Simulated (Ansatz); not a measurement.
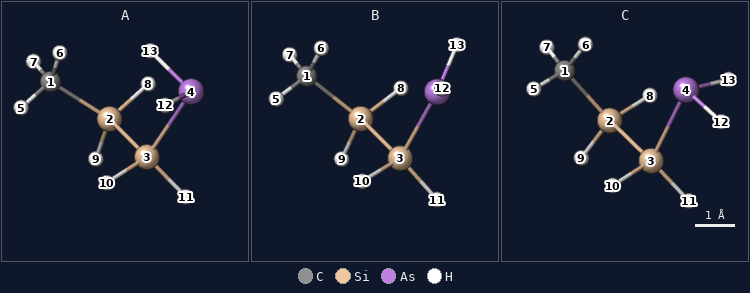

3 geometries from a converged minimum-energy path of CH$_{9}$AsSi$_{2}$, shuffled. A ball-and-stick model, seen from a free direction.

Theory: Ansatz 0.2.0, RKS B3LYP-D4/def2-SVP. Settings: 7 movable images; climbing image; force threshold 0.03 eV/Å; iteration limit 48; starting path by image-dependent pair potential.

**One of them is the converged climbing image. Which?**

B. In order along the path, whose images run from 0 to 8: C (image 1, +0.4 kcal/mol), B (image 4, +31.2 kcal/mol), A (image 6, +0.7 kcal/mol). The motion is an umbrella inversion at As4. No bond forms or breaks between the ends. Among the angles between lasting bonds that change up to the highest image: Si3–As4–H12 93.4° → 125.8°, Si3–As4–H13 92.2° → 122.5°.
